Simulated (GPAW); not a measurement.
# Surface energy and work function of Sr(110) from slabs of 4 to 14 layers (PBE)

How do energy and work function of Sr(110) films settle with thickness, and what surface energy follows?

How it was computed: GPAW 26.7.0, plane waves at 450 eV with PAW setups; symmetric 1×1 slabs cut at the tabulated lattice constant (two decimals; low-temperature values for the alkali metals), atoms at bulk places, 7.5 Å of vacuum on each side, one in-plane mesh for all thicknesses, Fermi-Dirac smearing of 0.1 eV. Energies are extrapolated to zero smearing and count from the program's reference atoms. Functional PBE. The cell's area is 26.139 Å².

What came out, but for one run:

```tsv
layers	energy (eV)	work function (eV)
4	−5.3854	2.56
5	−7.0522	2.60
6	−8.7198	2.60
7	−10.3943	2.59
8	−12.0673	2.60
9	−13.7393	2.59
10	−15.4117	2.59
11	−17.0858	2.59
12	−18.7579	2.60
14	?	?
```

**Question.** What surface energy do these runs give, and what energy and work function should the 14-layer slab have?

Worked answer. A slab of n layers has E(n) = nε + 2Aγ once its middle is bulk-like. A line through n = 6 to 12 has the slope ε = −1.6729 eV a layer and the intercept 2Aγ = 1.3168 eV (r.m.s. residual 0.6 meV). So γ = 1.3168 / (2 × 26.139 Å²) = 0.0252 eV/Å² = 0.40 J/m², with a standard error of under 0.01 J/m² from the scatter about the line. For 14 layers: 1.3168 + 14 × (−1.6729) = −22.104 eV; the run gives −22.104 eV, 0.2 meV over the line. The work function has no such law: from 6 to 12 layers it moves between 2.59 and 2.60 eV (mean 2.59), and the 14-layer slab gives 2.60 eV. The thinnest slab, 4 layers, lies −0.03 eV from that mean.

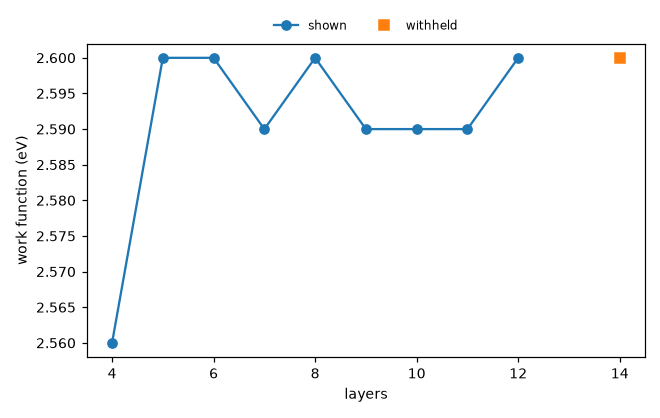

Work function against thickness.

**Limits.** The surfaces are unrelaxed, so γ is an upper bound for this functional and lattice constant. The tabulated lattice constant isn't the functional's own, which strains the slab a little.

[Logs are printed without paths, hosts, clocks, repeated set-up lines and the standing remarks that a program may print on its own settings, such as how far it seeks lower states.]
